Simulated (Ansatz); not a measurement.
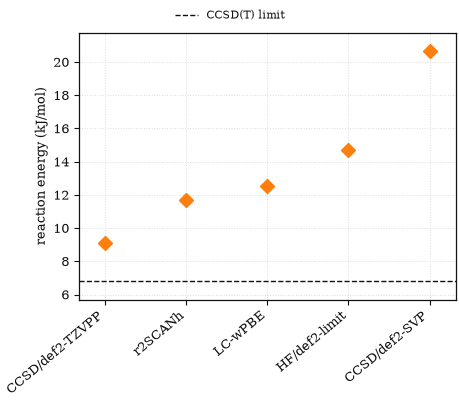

Electronic reaction energy of BBrCl₂ (ClB(Cl)Br) + HBr (Br) → BBr₂Cl (ClB(Br)Br) + HCl (Cl) (SMILES in brackets) at several levels (functionals in def2-TZVPP unless a basis is named), isolated molecules at PBE0-D4 triple-zeta geometries, minima by their frequencies, no zero-point or thermal terms, the Ansatz code 0.2.0. The line is frozen-core CCSD(T) at the basis limit (MP2 extrapolated from triple and quadruple zeta, plus CCSD(T) less MP2 in a smaller set). The distance of CCSD/def2-TZVPP and CCSD/def2-SVP to the limit includes basis error.

Question: Which level comes closest to the line (CCSD(T) limit), and which misses most?

Answer: Closest CCSD/def2-TZVPP (9.1 kJ/mol), against 6.8 kJ/mol; farthest CCSD/def2-SVP (20.7 kJ/mol).

Question: What do zero-point energy and temperature add?

Answer: Zero-point change 0.5 kJ/mol; at 298.15 K and 1 bar the CCSD(T) limit plus thermal terms gives an enthalpy of reaction of 7.8 and a free energy of 7.9 kJ/mol (harmonic PBE0-D4 modes, ideal gas).

Known limits of this run: no scalar relativity up to krypton; outer-core shells are correlated without core-valence functions, which makes the correlated values less sure.
